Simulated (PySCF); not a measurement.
C5H7F2NSi

```json
{"atom": "N", "x (Å)": "-2.6611", "y (Å)": "2.2779", "z (Å)": "-0.5502"}
{"atom": "C", "x (Å)": "-1.7549", "y (Å)": "1.6319", "z (Å)": "-0.8105"}
{"atom": "C", "x (Å)": "-0.6033", "y (Å)": "0.8312", "z (Å)": "-1.1298"}
{"atom": "C", "x (Å)": "0.0295", "y (Å)": "0.2285", "z (Å)": "0.1371"}
{"atom": "Si", "x (Å)": "-1.1745", "y (Å)": "-0.9919", "z (Å)": "1.0303"}
{"atom": "C", "x (Å)": "1.2767", "y (Å)": "-0.4903", "z (Å)": "-0.2180"}
{"atom": "F", "x (Å)": "1.1439", "y (Å)": "-1.4034", "z (Å)": "-1.2098"}
{"atom": "C", "x (Å)": "2.4770", "y (Å)": "-0.3763", "z (Å)": "0.3338"}
{"atom": "F", "x (Å)": "2.6992", "y (Å)": "0.5070", "z (Å)": "1.3211"}
{"atom": "H", "x (Å)": "0.1190", "y (Å)": "1.4729", "z (Å)": "-1.6480"}
{"atom": "H", "x (Å)": "-0.9070", "y (Å)": "0.0357", "z (Å)": "-1.8168"}
{"atom": "H", "x (Å)": "0.2986", "y (Å)": "1.0367", "z (Å)": "0.8215"}
{"atom": "H", "x (Å)": "-1.4434", "y (Å)": "-2.0842", "z (Å)": "0.0959"}
{"atom": "H", "x (Å)": "-2.3849", "y (Å)": "-0.2475", "z (Å)": "1.3544"}
{"atom": "H", "x (Å)": "-0.4723", "y (Å)": "-1.4724", "z (Å)": "2.2177"}
{"atom": "H", "x (Å)": "3.3499", "y (Å)": "-0.9467", "z (Å)": "0.0599"}
```

Geometry: GFN2-xTB.

Method: PBE0/pcSseg-1, SCF density, gas phase, non-relativistic (PySCF).

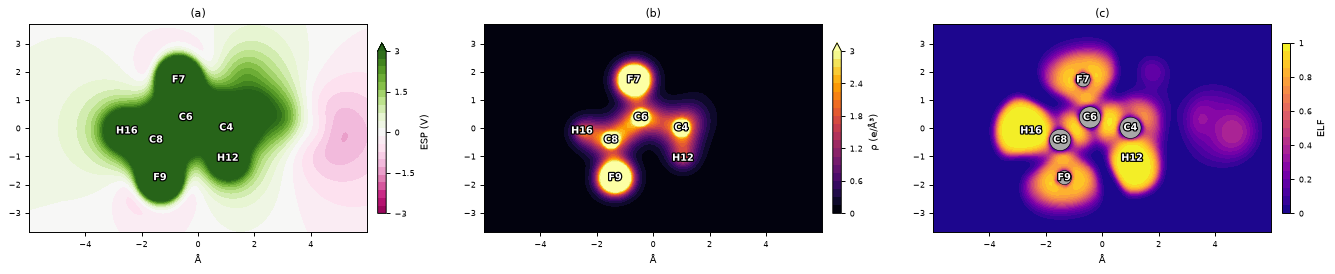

Figure 1. (a) electrostatic potential; (b) total electron density; (c) ELF on the plane of atoms C4, C6 and F7. Grey discs cover the atomic cores in the ELF map.

Question: Interpret the plot.

Answer: Atoms in the plane: C, F and H.
C–C (1.33 Å): the density is about 2.4 e/Å³ at the midpoint; the ELF peaks at about 0.95 between the atoms (a short, multiple covalent bond).
C–F (1.34 Å): ρ at the midpoint is about 2.3 e/Å³; the ELF peaks at about 0.85 between the atoms; a polar covalent bond.
C–H (1.08 Å): ρ at the midpoint is about 2.1 e/Å³; the ELF climbs to about 1 towards the hydrogen, as it does in any bond to H; an ordinary covalent bond to hydrogen.
C–C (1.48 Å): ρ at the midpoint is about 1.8 e/Å³; the ELF peaks at about 0.95 between the atoms: a shared electron pair.
The ELF also peaks beside F9 and F7, away from the bonds: lone-pair regions.
Outside the dense part of the molecule the potential is most negative (−1.3 V) near N1, which lies off the plane.

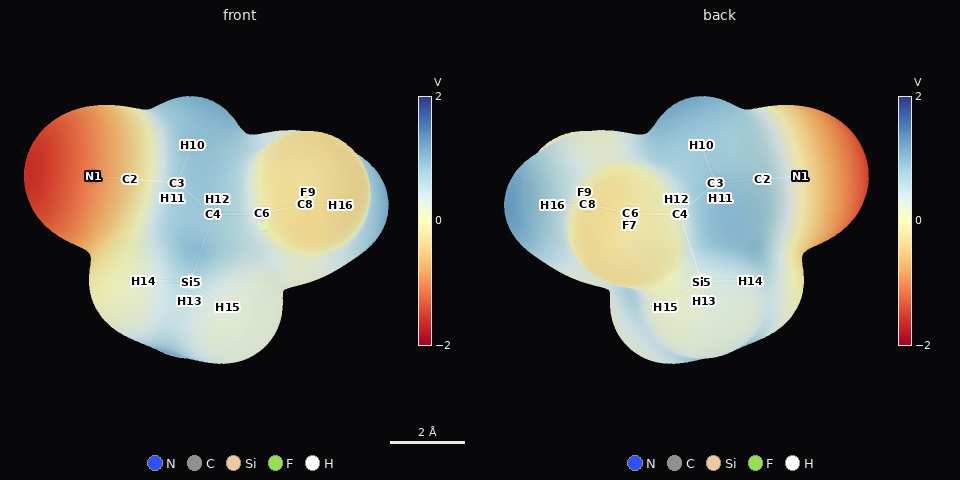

Figure 2. The molecular electrostatic potential painted on the density surface at 0.001 e/bohr³, seen from the front and from behind; the colour scale runs from red (negative) to blue (positive).

Question: Where is the surface potential most negative and most positive?

Answer: The most negative region (about −1.6 V) lies over N1, the most positive (about +1.2 V) over H16. N1 is the likeliest acceptor of a hydrogen bond.
